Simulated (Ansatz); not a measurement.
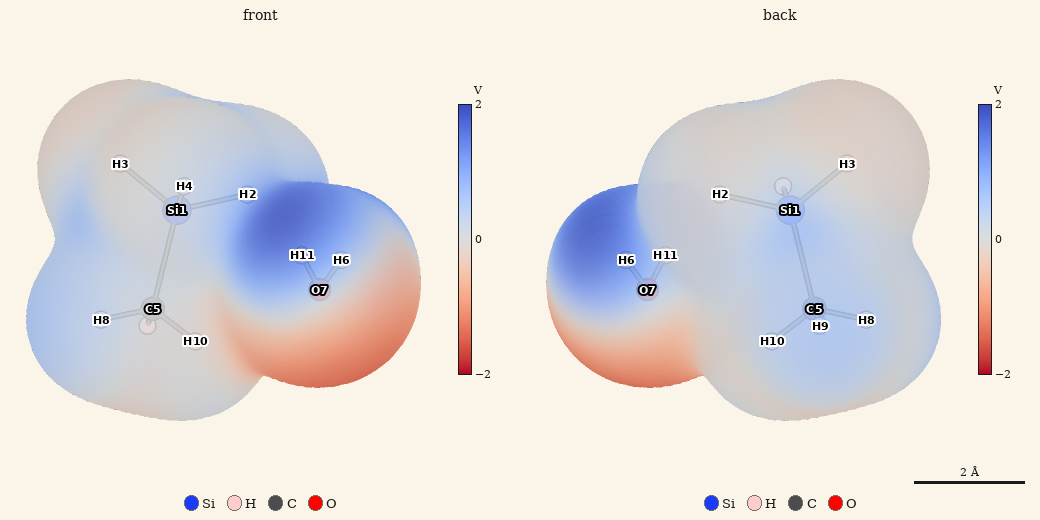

CH$_{6}$Si···H$_{2}$O. The molecular electrostatic potential painted on the density surface at 0.001 e/bohr³, seen from the front and from behind; the colour scale runs from red (negative) to blue (positive).

The reactant side of a reaction path; geometry: PBE0-D4/def2-TZVP.

Level of theory: RKS PBE0-D4/def2-TZVPP in Ansatz 0.2.0.

Input

```
crystal:
  periodic: [false, false, false]
  atoms:
    - {symbol: Si, position_ang: [-1.113711, -0.190227, 0.105097]}
    - {symbol: H, position_ang: [-0.797715, -1.367974, -0.752181]}
    - {symbol: H, position_ang: [-2.462832, -0.416380, 0.693220]}
    - {symbol: H, position_ang: [-1.208462, 1.003111, -0.782894]}
    - {symbol: C, position_ang: [0.174912, 0.050089, 1.431918]}
    - {symbol: H, position_ang: [1.325692, -0.571017, -2.026912]}
    - {symbol: O, position_ang: [1.684508, 0.264477, -1.717613]}
    - {symbol: H, position_ang: [-0.066248, 0.913853, 2.055473]}
    - {symbol: H, position_ang: [0.235129, -0.828437, 2.078176]}
    - {symbol: H, position_ang: [1.150043, 0.212624, 0.968977]}
    - {symbol: H, position_ang: [1.078686, 0.929880, -2.053362]}
basis:
  gaussian: {orbitals: def2-TZVPP}
hamiltonian: {xc: pbe0, dispersion: d4}
output: {orbitals: {seedname: orbitals}}
```

Run with:

```sh
ansatz run in.yaml --threads 4 --pin off --events-out ev --progress --plain --max-ram 9574MiB
```

**Describe the electrostatic potential map.**

The most negative region (about −1.3 V) lies over O7, the most positive (about +1.8 V) over H6 and H11. O7 is the likeliest acceptor of a hydrogen bond.
